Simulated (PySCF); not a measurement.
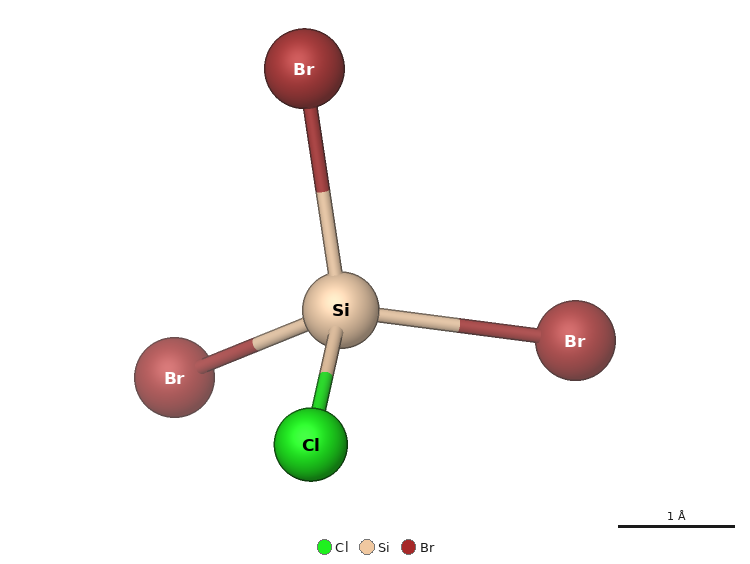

Distant atoms are faded towards the background colour. The computed structure is the end point of a PBE0-D3(BJ)/def2-TZVP optimisation. No frequency run is at hand to confirm it as a minimum. Masses are those of the most abundant isotopes; constants are for the rigid equilibrium geometry.

Q: What kind of rotor is it, and what are its rotational constants in cm⁻¹?

A: An oblate symmetric top (C3v): A = B = 0.0228, C = 0.0166 cm⁻¹.
